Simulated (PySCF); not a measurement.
# Cl3, charge −1, SMILES `[Cl-].ClCl`: electronic structure

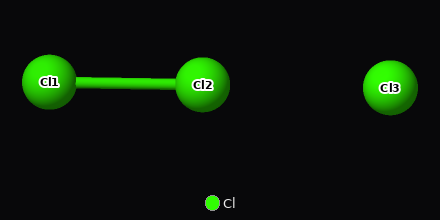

The molecule, with its atoms numbered as below. The pair's geometry is semi-empirical, so its contact may be too short or too long.

Coordinates in Å:

```
Cl1      2.1887   -0.0004    0.0000
Cl2      0.1535    0.0007    0.0000
Cl3     -2.3422   -0.0003    0.0000
```

## 1. Bonding charge

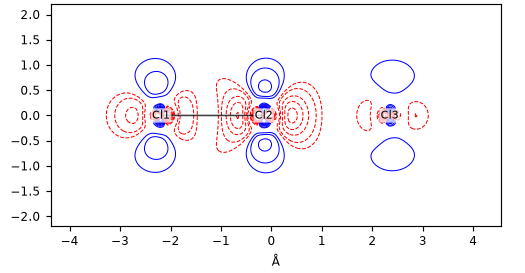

Deformation density (molecule less spherical, spin-averaged free atoms) in the molecular plane; contours at ±0.05 to ±0.8 e/Å³; solid blue lines: gain, dashed red lines: loss.

PySCF calculation, PBE0/6-311+G**, gas phase; geometry: GFN2-xTB.

Q: Describe the bonding that the map shows.

A: Cl1–Cl2: 0.00 e/Å³ at the bond critical point (bond length 2.04 Å). Cl2–Cl3: −0.04 e/Å³ at the bond critical point (bond length 2.50 Å). In all, 1.5 electrons gather in the regions of gain relative to the promolecule of neutral atoms (this includes the anion's extra charge). A small or negative value marks a very polar bond, one between electron-rich atoms, whose free-atom densities already overlap strongly, a long bond to a heavier atom, or a closed-shell contact such as a hydrogen bond.

Q: Where do the Hirshfeld charges lie?

A: The highest Hirshfeld charge is on Cl2 (−0.11 e), the lowest on Cl3 (−0.61 e).

| atom | charge (e) |
| --- | --- |
| Cl1 | −0.28 |
| Cl2 | −0.11 |
| Cl3 | −0.61 |

## 2. Bond critical points

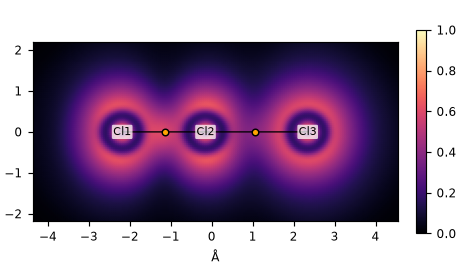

Localised orbital locator (LOL) in the molecular plane, with bond paths and bond critical points (dots).

Q: Rank the bonds in the plane by LOL at their critical points.

A: Cl1–Cl2: about 0.59; Cl2–Cl3: about 0.38. Values above 0.5 mark slow, localised electrons, as in shared pairs; low values at a critical point mark a polar or closed-shell contact whose critical point lies between the shells.

## 3. Local ionisation energy

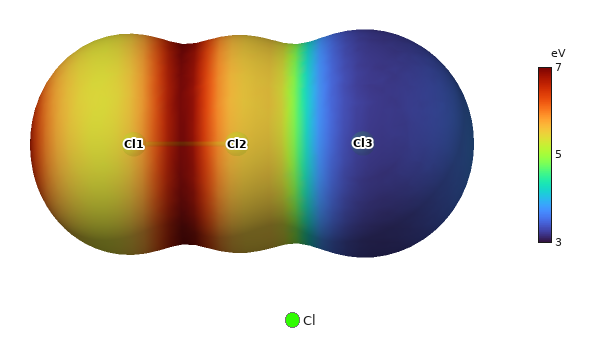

Average local ionisation energy on the surface of electron density 0.001 a.u.

Q: Where are the most loosely bound electrons on this surface?

A: The lowest value is 3.2 eV, 2.3 Å from Cl3, and at like points elsewhere. Further minima include 5.4 eV, 2.2 Å from Cl1, and at like points elsewhere. For comparison, the highest occupied orbital lies at −2.6 eV.
